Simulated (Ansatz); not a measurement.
## NaB in Ibam, a phase reached by a soft mode: a soft mode frozen in

Which phase does NaB in Ibam, a phase reached by a soft mode fall into along its unstable mode, and how much energy does it gain?

Program: Ansatz 0.2.0. Level of theory: DFT PBEsol, scalar-relativistic, plane waves, PAW; PAW set soft_1. Results are calculated unless marked as measured.

**1. The starting structure**

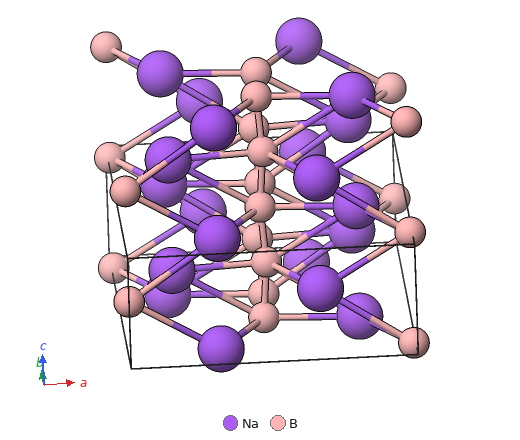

The starting structure, seen slightly off an axis (sodium purple, boron pink). 1×1×2 cells are drawn. This picture shows the conventional cell, with its axes. Some periodic images of atoms are drawn too.

**2. Linear response at the zone centre**

This phase was reached earlier by freezing in an unstable mode of a structure of higher symmetry and relaxing. Its zone-centre modes can show that it is still unstable.

File input.yaml:

```yaml
crystal:
  lattice:
    - [-3.9791959742, 4.9511401026, 1.6110593459]
    - [3.9791959742, -4.9511401026, 1.6110593459]
    - [3.9791959742, 4.9511401026, -1.6110593459]
  atoms:
    - { symbol: Na, position: [0.1372085014, 0.6763562537, 0.8135647551] }
    - { symbol: Na, position: [0.6372085014, 0.8236437463, 0.4608522476] }
    - { symbol: Na, position: [0.3627914986, 0.1763562537, 0.5391477524] }
    - { symbol: Na, position: [0.8627914986, 0.3236437463, 0.1864352449] }
    - { symbol: B, position: [0.604604809, 0.4925745064, 0.0971793155] }
    - { symbol: B, position: [0.104604809, 0.0074254936, 0.1120303026] }
    - { symbol: B, position: [0.895395191, 0.9925745064, 0.8879696974] }
    - { symbol: B, position: [0.395395191, 0.5074254936, 0.9028206845] }
kpoints:
  mp_grid: { grid: [12, 12, 12] }
hamiltonian:
  xc: pbesol
  pseudopotentials: { kind: paw, azcp: { folder: soft_1 }, xc_functional: pbe }
scf:
  occupations: { method: methfessel_paxton, width: 0.2 }
output:
  eigenvalues: true
phonons:
  method: dfpt
```

On the command line:

```
> ansatz run input.yaml --threads 4 --pin off --max-ram 10240MiB --backend cpu --events-out ev --progress --plain --runs-dir out
```

Numbers of over 12 decimals in the logs are rounded to 6 here.

The log of the run:

```text
zone centre: on kpoints.mp_grid the ground state, and the responses unless they are solved on pairs of k-points, stand on 476 of the mesh's 1728 k-points, reduced under 2 symmetry operations, with k and −k counted as one. Each operation leaves every solved displacement unchanged or reverses it
Engine: ansatz 0.2.0, aarch64-unknown-linux-gnu
Pseudopotentials: kind: paw
Pseudopotential: Na, paw, valence charge 9, recommended cutoff 420 eV (normal), soft_1/Na.paw.azcp
Pseudopotential: B, paw, valence charge 3, recommended cutoff 420 eV (normal), soft_1/B.paw.azcp
Functional definition: PBEsol
  exchange = pbesol_x
  correlation = pbesol_c
Crystal: 8 atoms, lattice volume = 126.962 Å³
Basis set: ecut = 420 eV, 2469 PW (Γ), exchange–correlation on 96×96×96 points (8 copies of the dense FFT grid, shifted against one another)
Bands: 32, of which v1, the nominal top of the filled ones, is band 24 counted from 1 (23 counted from 0)
Symmetry: 8 space group operations
k-points: 476 of 1728 (irreducible under 2 space group operations, time reversal used)
Non-local potential: Na, projectors of the file, l = 0: 3, l = 1: 2, l = 2: 1
Non-local potential: B, projectors of the file, l = 0: 2, l = 1: 2, l = 2: 1
PAW form: soft (Blöchl's): semilocal exchange-correlation on the pseudo side does not see the compensation charge
PAW frozen core: Na, regenerated for the run's functional, and the local potential with it (the file was generated under x = pbe(κ = 0.804, μ = 0.219515), c = pbe(β = 0.066725))
PAW frozen core: B, regenerated for the run's functional, and the local potential with it (the file was generated under x = pbe(κ = 0.804, μ = 0.219515), c = pbe(β = 0.066725))
PAW one-centre angular grid: Na, 110 points (default); XC on 64 Gauss nodes
PAW one-centre angular grid: B, 110 points (default); XC on 64 Gauss nodes
Initial density: superposition of atomic densities (chi_scale 0.1, normalization cell, long waves kept (reshape's long-wave potential 0.22 eV rms))
Initial wavefunctions: pseudopotential atomic-orbital guess
Functional: x = pbesol(κ = 0.804, μ = 0.123457), c = pbesol(β = 0.046)
SCF iter   1: F=—  HF=-6512.247438 eV  |F-HF|=—  |Δ(HF+E_count)|=         —  Δρ=4.88e-2  dr2=3.23e0  ethr=3.10e-3  ⟨swp⟩=5.8  Hψ=63629  notcnv=0
preconditioner: auto → Kerker (q_TF=auto, 2.320 Å⁻¹)  [metal: Δε(μ)=0.007 eV  Ē_g=8.337 eV  σ=0.200 eV  W_gap=0.03  n_scr=24 (ndim 8)  ℏωp=13.2 eV  f_vac=0.000  D(μ)=2.10/eV (n_scr^D=8)]
SCF iter   2: F=—  HF=-6511.538058 eV  |F-HF|=—  |Δ(HF+E_count)|=   7.09e-1  S|Δr|=    0.00e0  Δρ=2.75e-2  dr2=1.09e0  ethr=3.10e-3  ⟨swp⟩=2.1  Hψ=22303  notcnv=0  defer=864
SCF iter   3: F=—  HF=-6511.181792 eV  |F-HF|=—  |Δ(HF+E_count)|=   3.56e-1  S|Δr|=    0.00e0  Δρ=3.69e-3  dr2=4.09e-2  ethr=2.27e-3  ⟨swp⟩=2.2  Hψ=20875  notcnv=0  defer=864
SCF iter   4: F=—  HF=-6511.177614 eV  |F-HF|=—  |Δ(HF+E_count)|=   4.18e-3  S|Δr|=    0.00e0  Δρ=1.80e-3  dr2=8.88e-3  ethr=8.52e-5  ⟨swp⟩=1.1  Hψ=19081  notcnv=0  defer=1007
SCF iter   5: F=—  HF=-6511.175814 eV  |F-HF|=—  |Δ(HF+E_count)|=   1.80e-3  S|Δr|=    0.00e0  Δρ=4.21e-4  dr2=4.52e-4  ethr=1.85e-5  ⟨swp⟩=2.9  Hψ=24369  notcnv=0  defer=1007
SCF iter   6: F=—  HF=-6511.175703 eV  |F-HF|=—  |Δ(HF+E_count)|=   1.10e-4  S|Δr|=    0.00e0  Δρ=1.14e-4  dr2=3.22e-5  ethr=9.41e-7  ⟨swp⟩=2.0  Hψ=18012  notcnv=0  defer=1007
SCF iter   7: F=—  HF=-6511.175699 eV  |F-HF|=—  |Δ(HF+E_count)|=   4.35e-6  S|Δr|=    0.00e0  Δρ=3.26e-5  dr2=2.43e-6  ethr=6.70e-8  ⟨swp⟩=3.0  Hψ=24818  notcnv=0  defer=1007
SCF iter   8: F=—  HF=-6511.175694 eV  |F-HF|=—  |Δ(HF+E_count)|=   5.10e-6  S|Δr|=    0.00e0  Δρ=6.82e-6  dr2=1.25e-7  ethr=5.07e-9  ⟨swp⟩=1.8  Hψ=15181  notcnv=0  defer=1007
SCF iter   9: F=—  HF=-6511.175694 eV  |F-HF|=—  |Δ(HF+E_count)|=   3.66e-9  S|Δr|=    0.00e0  Δρ=1.87e-6  dr2=8.99e-9  ethr=2.61e-10  ⟨swp⟩=2.8  Hψ=23030  notcnv=0  defer=1007
SCF iter  10: F=—  HF=-6511.175694 eV  |F-HF|=—  |Δ(HF+E_count)|=  4.53e-10  S|Δr|=    0.00e0  Δρ=4.93e-7  dr2=5.07e-10  ethr=1.87e-11  ⟨swp⟩=2.2  Hψ=17347  notcnv=0  defer=1007
SCF iter  11: F=—  HF=-6511.175694 eV  |F-HF|=—  |Δ(HF+E_count)|=  5.82e-11  S|Δr|=    0.00e0  Δρ=1.23e-7  dr2=3.20e-11  ethr=1.06e-12  ⟨swp⟩=2.2  Hψ=18355  notcnv=0  defer=1007
SCF iter  12: F=-6511.175694 eV  HF=-6511.175694 eV  |F-HF|=3.64e-12  |Δ(HF+E_count)|=  8.64e-11  S|Δr|=    0.00e0  Δρ=5.08e-8  dr2=3.79e-12  ethr=1.00e-12  ⟨swp⟩=12.8  Hψ=90323  notcnv=0
SCF 1 converged in 12 iterations: F = -6511.175694 eV  dr2 = 3.79e-12
  greatest PAW one-centre occupation: 0.999 electrons in one spin orbital (limit 2), on the Na atom at site 3 (counted from 0), in its partial waves of l = 0
DFPT response loops at Γ: preconditioner auto → Kerker (q_TF=auto, 2.320 Å⁻¹) (partly filled bands, converged f_vac=0.000); β = 1.00, the filter's whole step (`scf.mixing.beta` (0.50) is not read by the response loops under this deck's `scf.mixing.preconditioner`; to damp them name `kerker` or `kerker_dos`, under which they read `scf.mixing.beta`, and type it under 1.00, their step now; both keys bind the ground state too); Broyden in place of MSR1
SCF converged after 12 iterations
Stability not checked: this state was not tested for a lower state beside it, because cold or Methfessel-Paxton smearing, or corrected tetrahedra, fill the levels in a way that the test cannot read (fill_not_monotonic; see scf.lower_state_search)
Free energy (F): -6511.175694 eV
Harris-Foulkes:  -6511.175694 eV  (|F-HF|=3.64e-12)
Internal energy: -6511.171954 eV  (E = F + TS)
E sigma→0 (E₀):  -6511.174759 eV
Entropy (-TS):   -0.003740 eV (-0.467 meV/atom)
Fermi energy:    5.035663 eV
--- Per-component energies (eV) ---
  E_band       = -851.275640
  E_kinetic    = 639.556541
  E_local      = -5910.672259  (includes V_loc(G=0)·N_el)
  E_nonlocal   = 1151.183504
  E_hartree    = 2003.364166
  E_xc         = -271.391773
  E_vxc        = -336.337658  (∫ρ·V_xc dr)
  E_paw        = -1434.419771  (= ΣΔE_a)
  E_vpaw       = -401.734296  (= ΣTr[D̂ρ^β])
  E_aug_tail   = 0.000116  (compensation charges beyond the density's cutoff)
  E_ewald      = -2689.070099
  E_core_change = 0.277619  (= ΣΔE_core)
  E_smearing   = -0.003740  (= −TS)
  E_closure    = -0.000000  (closes the sum)
  Σ components = -6511.175694   (vs F -6511.175694, Δ=0.00e0)
--- Band table (eV; the first three rows and the last of 476) ---
  k-point 0: bands = [... 20 lower, 0.6247, 2.2430, 2.2646, 3.2455, 5.2886, 7.2517, 7.7365, 8.1347, ... 4 higher]
  k-point 1: bands = [... 20 lower, 0.6211, 2.2648, 2.2751, 3.2392, 5.3667, 7.0080, 7.7355, 8.3547, ... 4 higher]
  k-point 2: bands = [... 20 lower, 0.6029, 2.2655, 2.3667, 3.2330, 5.5819, 6.6055, 7.7322, 8.1239, ... 4 higher]
  k-point 475: bands = [... 20 lower, 0.5541, 2.2722, 3.1556, 3.3862, 4.6714, 6.7837, 7.6965, 8.5855, ... 4 higher]
--- Phonons (Γ-DFPT): 6 representative perturbations + reference, on 476 of 1728 k-points (Σ response iterations 18) ---
  k mesh reduced under 2 symmetry operations, with k and −k counted as one. Each operation leaves every solved displacement unchanged or reverses it
  ASR residual: 7.660e-5 → 0.000e0 eV/Å²; symmetrization residual: 2.847e-6 eV/Å²
  ASR residual per site (eV/Å²): 7.66e-5 7.66e-5 7.66e-5 7.66e-5 7.05e-6 7.05e-6 7.05e-6 7.05e-6
  Γ frequencies (cm⁻¹): -320.87 -80.64 0.00 0.00 0.00 46.43 80.41 97.15 106.05 108.74 132.26 165.51 170.17 178.58 186.37 217.28 233.24 253.25 262.16 335.56 380.00 441.84 1192.72 1320.20
  non-analytic LO–TO correction: not included (Born effective charges unavailable; polar crystals: no LO–TO splitting at Γ)
```

Elapsed: 5.8 min, on 4 threads of Arm Neoverse V2, shared host; peak memory 5.2 GiB; 22 min of CPU time.

Reading the cycles: dr2 is the Hartree energy of the density residual (eV), the measure of convergence; HF is the Harris–Foulkes estimate of the energy, which meets the free energy F at convergence.

This step gave:

| Property | Result |
| --- | --- |
| volume per atom | 15.87 Å³ |
| gap on the k-mesh | 0 eV |
| sum-rule residual before enforcement | 7.66e-5 eV/Å² |
| point group | mmm |
| highest optical mode at the zone centre (no LO-TO term) | 1320 cm⁻¹ |
| lowest optical zone-centre mode | -320.9 cm⁻¹ |

Patterns of degenerate modes are one choice out of their space. Modes at Γ, with each element's share of the kinetic energy (negative means imaginary):

```csv
mode,frequency (cm⁻¹),symmetry,Na %,B %
1,-320.9,B3g,0,100
2,-80.6,B1g,80,20
3,0.0,acoustic,68,32
4,0.0,acoustic,68,32
5,0.0,acoustic,68,32
6,46.4,B1u,32,68
7,80.4,B2u,33,67
8,97.2,Au,100,0
9,106.0,B2g,100,0
10,108.7,B3g,100,0
11,132.3,B3u,87,13
12,165.5,Ag,98,2
13,170.2,B1g,92,8
14,178.6,B2u,94,6
15,186.4,B1g,5,95
16,217.3,B3u,16,84
17,233.2,Ag,99,1
18,253.2,B3u,29,71
19,262.2,B1g,23,77
20,335.6,B2u,6,94
21,380.0,Ag,1,99
22,441.8,Ag,2,98
23,1192.7,B2g,0,100
24,1320.2,Au,0,100
```

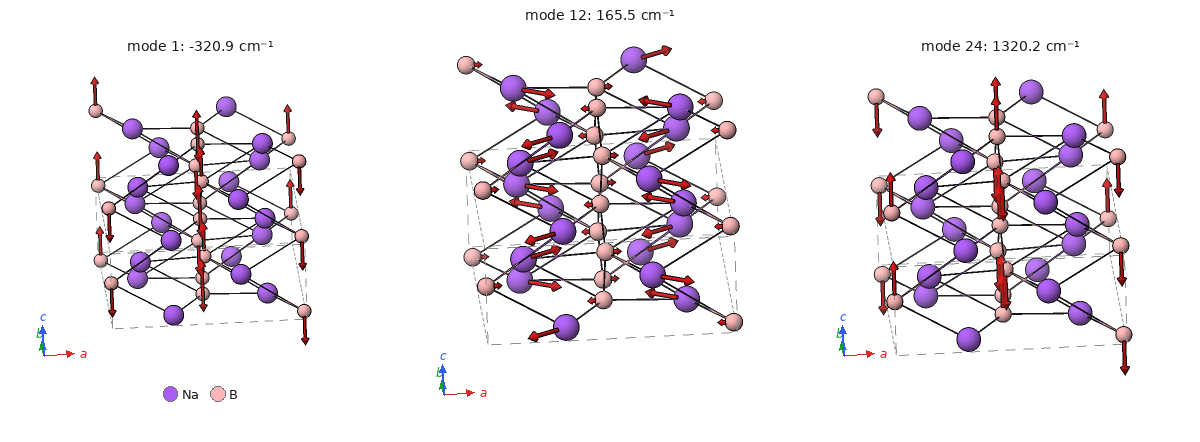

Displacement patterns of modes 1, 12 and 24 at Γ; arrows are exaggerated. 1×1×2 conventional cells are drawn. Some periodic images of atoms are drawn too.

Before it was imposed, the acoustic sum rule was missed by 7.7e-5 eV/Å². Small misses are needed for a sound result but don't prove that mesh and cutoff are converged. The lowest optical mode is imaginary, 320.9i cm⁻¹, so the energy falls along it.

**3. The mode frozen in, largest atomic shift 0 Å**

The mode followed lies at Γ with frequency 320.9i cm⁻¹, the softest among the wavevectors solved. At small amplitude the distorted cell has space group no. 15 by a symmetry search on the positions. The undistorted cell that holds it gives the zero of energy on the same k mesh.

input.yaml: that of step 2 with these lines changed.

```diff
@@ -22,4 +22,4 @@
 output:
+  forces: true
+  stress: true
   eigenvalues: true
-phonons:
-  method: dfpt
```

The log of the run:

```text
[...]
k-point 0: bands = [... 20 lower, 0.6247, 2.2430, 2.2646, 3.2455, 5.2886, 7.2517, 7.7365, 8.1347, ... 4 higher]
  k-point 1: bands = [... 20 lower, 0.6211, 2.2648, 2.2751, 3.2392, 5.3667, 7.0080, 7.7355, 8.3547, ... 4 higher]
  k-point 2: bands = [... 20 lower, 0.6029, 2.2655, 2.3666, 3.2330, 5.5819, 6.6055, 7.7322, 8.1239, ... 4 higher]
  k-point 279: bands = [... 20 lower, 0.5541, 2.2721, 3.1556, 3.3862, 4.6714, 6.7837, 7.6965, 8.5855, ... 4 higher]
[key lines of the parts left out:]
SCF converged after 9 iterations
Free energy (F): -6511.175694 eV
Fermi energy:    5.035653 eV
P = ⅓ Tr σ = -0.0012 GPa (-0.012 kbar)
```

Elapsed: 13 s, on 4 threads; peak memory 0.97 GiB; 53 s of CPU time.

Numbers from this step:

```
pressure                         : -0.001242 GPa
energy from the undistorted cell : 0 meV/atom
```

The run ends at a pressure of 0.00 GPa, with forces up to 2.2e-4 eV/Å.

**4. The mode frozen in, largest atomic shift 0.45 Å**

The atoms are moved along the unstable eigenvector, the largest shift by 0.45 Å, with the cell fixed.

input.yaml, the sections that differ from step 3:

```yaml
crystal:
  lattice:
    - [-3.9791959742, 4.9511401026, 1.6110593459]
    - [3.9791959742, -4.9511401026, 1.6110593459]
    - [3.9791959742, 4.9511401026, -1.6110593459]
  atoms:
    - { symbol: Na, position: [0.1352961569, 0.6744439093, 0.8135647551] }
    - { symbol: Na, position: [0.6352961569, 0.8217314018, 0.4608522476] }
    - { symbol: Na, position: [0.3647038431, 0.1782685982, 0.5391477524] }
    - { symbol: Na, position: [0.8647038431, 0.3255560907, 0.1864352449] }
    - { symbol: B, position: [0.4649451493, 0.3529148467, 0.0971793155] }
    - { symbol: B, position: [-0.0350548507, -0.1322341661, 0.1120303026] }
    - { symbol: B, position: [1.0350548507, 1.1322341661, 0.8879696974] }
    - { symbol: B, position: [0.5350548507, 0.6470851533, 0.9028206845] }
# kpoints, hamiltonian, scf, output: as in step 3
```

The log of the run:

```text
[...]
Crystal: 8 atoms, lattice volume = 126.962 Å³
Basis set: ecut = 420 eV, 2469 PW (Γ), FFT grids on a1+a2, a2, a3, exchange–correlation on 48×90×90 points (8 copies of the dense FFT grid, shifted against one another)
Bands: 32, of which v1, the nominal top of the filled ones, is band 24 counted from 1 (23 counted from 0)
Symmetry: 4 space group operations
[...]
k-point 0: bands = [... 20 lower, 0.9240, 1.2177, 2.2216, 3.2512, 5.2806, 7.2596, 8.1292, 8.6563, ... 4 higher]
  k-point 1: bands = [... 20 lower, 0.9237, 1.2175, 2.2538, 3.2449, 5.3587, 7.0154, 8.3496, 8.5884, ... 4 higher]
  k-point 2: bands = [... 20 lower, 0.9229, 1.2170, 2.3455, 3.2390, 5.5740, 6.6138, 8.1238, 8.6358, ... 4 higher]
  k-point 475: bands = [... 20 lower, 0.9157, 1.2180, 3.1782, 3.3609, 4.6639, 6.7873, 8.5797, 8.7414, ... 4 higher]
[key lines of the parts left out:]
SCF converged after 9 iterations
Free energy (F): -6511.621191 eV
Fermi energy:    5.065157 eV
P = ⅓ Tr σ = -0.7330 GPa (-7.330 kbar)
```

It took 25 s on 4 threads; peak memory 1.4 GiB.

Numbers from this step:

| Property | Result |
| --- | --- |
| pressure | -0.7330 GPa |
| energy from the undistorted cell | -55.72 meV/atom |

The energy, extrapolated to zero smearing, is -55.72 meV/atom against the undistorted cell.

The run ends at a pressure of -0.73 GPa, with forces up to 0.93 eV/Å.

**5. Energy along the mode, all amplitudes (two of the runs are shown above)**

An imaginary frequency means negative curvature, so the energy should fall and then rise again as anharmonic terms take over.

Numbers from this step:

* depth at the lowest point sampled: 55.72 meV/atom
* largest atomic shift at that point: 0.45 Å

Energy from the parent against largest atomic shift:

```csv
largest atomic shift (Å),energy from the parent (meV/atom)
0.000,0
0.040,-1.62
0.080,-6.24
0.140,-17.4
0.220,-35.3
0.320,-53.1
0.450,-55.7
0.600,-28.9
```

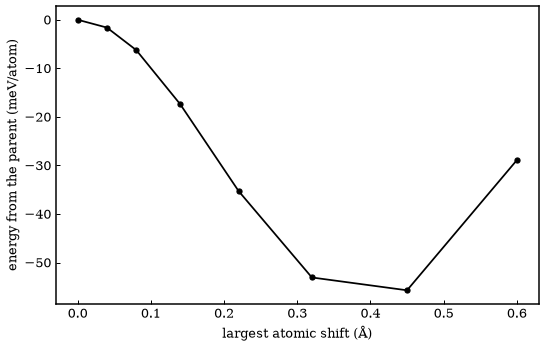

Energy from the parent, plotted against largest atomic shift.

Displacement at unit largest shift by atom:

| atom | x (Å) | y (Å) | z (Å) | size |
| --- | --- | --- | --- | --- |
| Na1 | 0.00 | 0.00 | -0.01 | 0.01 |
| Na2 | 0.00 | 0.00 | -0.01 | 0.01 |
| Na3 | 0.00 | 0.00 | 0.01 | 0.01 |
| Na4 | 0.00 | 0.00 | 0.01 | 0.01 |
| B5 | 0.00 | 0.00 | -1.00 | 1.00 |
| B6 | 0.00 | 0.00 | -1.00 | 1.00 |
| B7 | 0.00 | 0.00 | 1.00 | 1.00 |
| B8 | 0.00 | 0.00 | 1.00 | 1.00 |

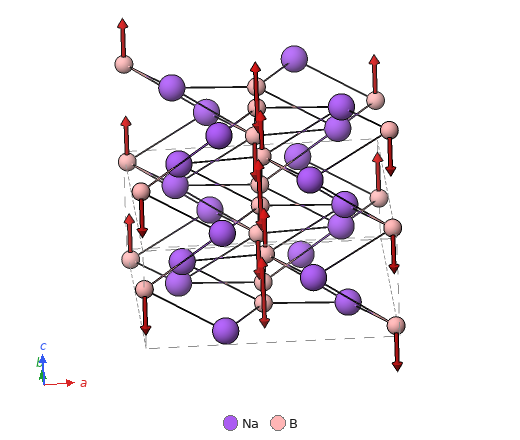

Displacement at unit largest shift as arrows, the longest 1 Å. 1×1×2 conventional cells are drawn. Some periodic images of atoms are drawn too.

The lowest of the steps tried is at 0.45 Å, 55.7 meV/atom below the parent; the bottom of the well need not coincide with a step.

(Part 1 of 3 ends here.)

[Logs are printed without paths, hosts, clocks, repeated set-up lines and the standing remarks that a program may print on its own settings, such as how far it seeks lower states.]

[Hosts, paths, dates, database ids (printed as entryN), source tags and the programs' standing remarks are cut or masked in the printed files.]
